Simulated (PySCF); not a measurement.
**C$_{3}$H$_{12}$OSi$_{2}$: NMR shielding calculation**

System: C$_{3}$H$_{12}$OSi$_{2}$.
Method: GIAO PBE0/pcSseg-1 NMR shielding, non-relativistic, gas phase (PySCF 2.14.0).

The geometry comes from this level: GFN2-xTB. It belongs to a series of runs on one base structure; here: PBE0/pcSseg-1; guess vsap. Figures and captions count atoms from 1; the log counts them from 0 in places.

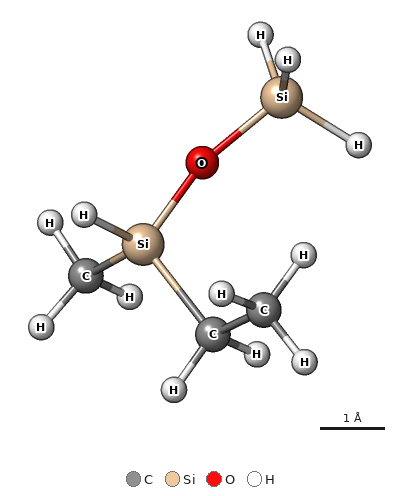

The structure (ball-and-stick view, seen at a tilt).

Key numbers:

- outcome: converged
- total energy: −775.316996 hartree
- HOMO: −7.88 eV
- LUMO: 0.40 eV
- dipole moment: 0.71 D
- isotropic shielding, C: 173.8 to 186.1 ppm
- isotropic shielding, Si: 351.0 to 394.4 ppm
- isotropic shielding, O: 319.0 ppm
- isotropic shielding, H: 26.5 to 32.0 ppm
- hardware: 1 CPU thread, shared host
- wall time: 40 s
- peak memory: 0.77 GiB

Remarks:

Settings chosen away from the usual ones: PBE0/pcSseg-1; guess vsap.

The input:
```
{"job": {"kind": "nmr", "xc": "PBE0", "basis": "pcSseg-1", "pop": false, "scf": {"guess": "vsap"}}, "charge": 0, "multiplicity": 1}
C     -1.105567    -1.968230    -0.050656
C     -1.428761    -0.556598    -0.529165
Si    -0.238107     0.755569     0.171074
C     -0.620802     2.476840    -0.526221
O      1.285910     0.384896    -0.260668
Si     2.577222    -0.464728    -0.736153
H     -1.783557    -2.696011    -0.494780
H     -1.193925    -2.034705     1.031311
H     -0.087010    -2.236768    -0.323472
H     -2.455892    -0.315352    -0.251573
H     -1.394308    -0.540401    -1.620923
H     -0.234311     0.743062     1.639105
H      0.110277     3.202139    -0.183515
H     -1.599458     2.819148    -0.206087
H     -0.606206     2.486336    -1.612420
H      2.899405    -1.420309     0.323753
H      2.238156    -1.159113    -1.979531
H      3.628174     0.530543    -0.931257
```

The first line tells a small driver script what to run in PySCF; the rest is the geometry in Å.

Command:
```bash
OMP_NUM_THREADS=1 python <driver script> task.json out
```

Output:
```
final grid: 133152 points
cycle   1  E = -768.9739571151  dE =  4.603e+00  |g| = 4.324e+00  |ddm| = 2.756e+01
cycle   2  E = -758.1509114941  dE =  1.082e+01  |g| = 7.498e+00  |ddm| = 2.799e+01
cycle   3  E = -774.5340073921  dE = -1.638e+01  |g| = 1.908e+00  |ddm| = 5.894e+00
cycle   4  E = -775.1477601317  dE = -6.138e-01  |g| = 7.814e-01  |ddm| = 1.835e+00
cycle   5  E = -775.2929404228  dE = -1.452e-01  |g| = 3.420e-01  |ddm| = 9.183e-01
cycle   6  E = -775.3112694481  dE = -1.833e-02  |g| = 1.598e-01  |ddm| = 3.418e-01
cycle   7  E = -775.3168635055  dE = -5.594e-03  |g| = 2.342e-02  |ddm| = 1.381e-01
cycle   8  E = -775.3169792022  dE = -1.157e-04  |g| = 8.399e-03  |ddm| = 3.178e-02
cycle   9  E = -775.3169953652  dE = -1.616e-05  |g| = 1.788e-03  |ddm| = 8.396e-03
cycle  10  E = -775.3169960861  dE = -7.208e-07  |g| = 5.368e-04  |ddm| = 1.813e-03
cycle  11  E = -775.3169961503  dE = -6.419e-08  |g| = 7.270e-05  |ddm| = 5.116e-04
cycle  12  E = -775.3169961511  dE = -7.992e-10  |g| = 3.664e-05  |ddm| = 9.247e-05
cycle  13  E = -775.3169961514  dE = -3.186e-10  |g| = 9.866e-06  |ddm| = 3.491e-05
converged SCF energy = -775.3169961514

GIAO shielding tensors (ppm)
atom      isotropic    diamagn.    paramagn.     s11        s22        s33       span
  0 C      176.628     248.416     -71.789    170.079    173.274    186.529     16.450
  1 C      173.823     256.167     -82.344    166.413    174.162    180.895     14.481
  2 Si     351.012     881.341    -530.329    312.792    364.942    375.302     62.509
  3 C      186.067     254.941     -68.874    175.881    187.825    194.494     18.613
  4 O      318.951     400.842     -81.890    245.711    352.358    358.786    113.075
  5 Si     394.395     880.256    -485.861    355.343    362.591    465.250    109.907
  6 H       30.230      29.091       1.139     25.097     27.724     37.870     12.773
  7 H       30.667      31.177      -0.510     26.592     28.340     37.068     10.476
  8 H       30.589      32.553      -1.964     25.332     30.358     36.079     10.747
  9 H       31.289      32.339      -1.049     26.037     30.351     37.480     11.443
 10 H       30.891      33.587      -2.696     26.889     29.856     35.928      9.039
 11 H       26.634      31.335      -4.701     23.901     24.589     31.412      7.510
 12 H       31.295      30.293       1.002     26.993     28.710     38.182     11.189
 13 H       31.968      30.410       1.558     27.591     29.193     39.120     11.529
 14 H       31.481      31.519      -0.038     27.651     29.538     37.254      9.603
 15 H       26.516      29.883      -3.367     23.168     24.867     31.513      8.345
 16 H       26.529      30.256      -3.727     22.975     25.273     31.338      8.364
 17 H       26.555      28.894      -2.338     22.701     24.899     32.066      9.366
```

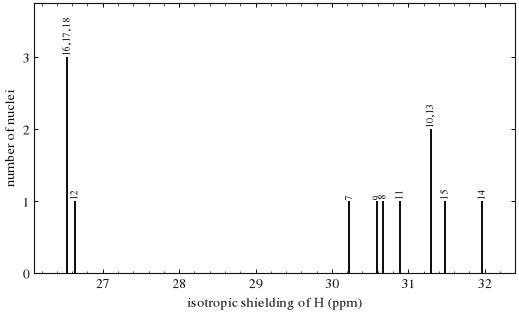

Isotropic shieldings of the hydrogen nuclei in this fixed geometry, labelled by atom number; shielding grows to the right, so chemical shift grows to the left. The least shielded is H16 (26.5 ppm), the most shielded H14 (32.0 ppm).
